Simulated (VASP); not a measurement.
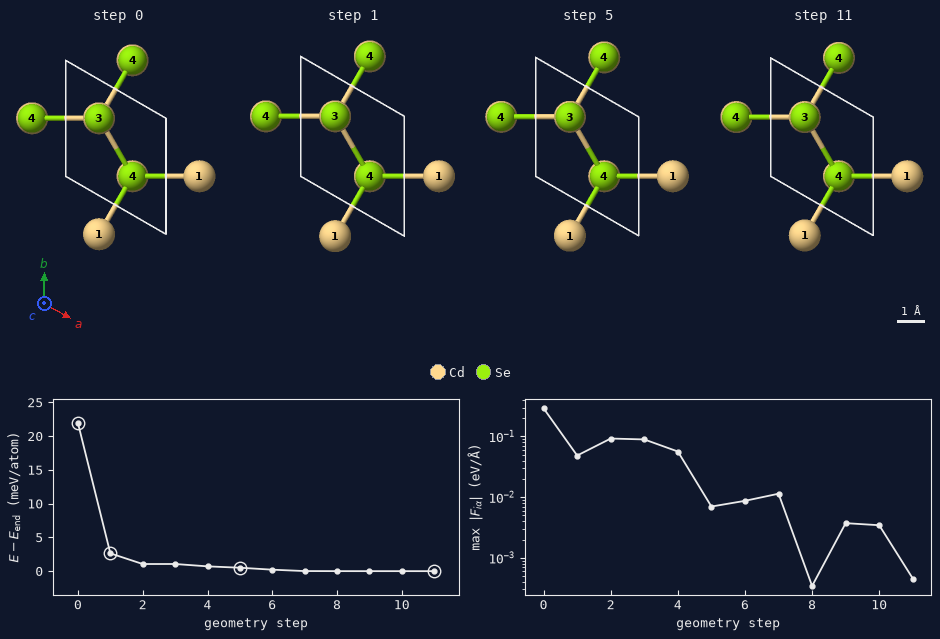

Frames of a relaxation of a crystal of CdSe (set up in P6_3mc), marked on the history of the run. A ball-and-stick model of the cell of the calculation, seen along the c axis.

The run lets cell and atoms move.

All numbers below come from VASP 6.6.1, Kohn-Sham DFT of a periodic cell, PBE, VASP PAW PBE potentials, recommended.

Input
```
ALGO = Normal
EDIFF = 1E-7
EDIFFG = -0.004
ENCUT = 600
GGA = PE
IBRION = 2
ISIF = 3
ISMEAR = 0
LASPH = True
LCHARG = False
LREAL = False
LWAVE = False
NELM = 100
NSW = 80
PREC = Accurate
SIGMA = 0.02
```

Launched with:
```bash
cat potpaw_PBE.64/Cd/POTCAR potpaw_PBE.64/Se/POTCAR > POTCAR
mpirun -np 1 vasp_std > vasp.out
```

### What happens along the run?

The largest moves relative to the cell, 0.033 Å, are those of Cd and Se atoms. Largest moves by element: Se 0.033 Å, Cd 0.033 Å. Cell: a = b 4.300 → 4.390 Å (+2.1 %), c 7.020 → 7.166 Å (+2.1 %). Volume +6.4 %. Among the contacts that change: Cd–Se 2.611 → 2.686 Å, Cd–Se 2.703 → 2.692 Å. The space group stays P6_3mc (No. 186). The energy falls by 21.9 meV per atom in 11 geometry steps. The largest force component goes from 0.29 to 0.00045 eV/Å. The pressure goes from 3.29 to 0.00 GPa. From step 0 to 1: volume +8.6 %, energy −19.3 meV per atom. From step 1 to 5: volume −2.1 %, energy −2.1 meV per atom. From step 5 to 11: energy −0.5 meV per atom.
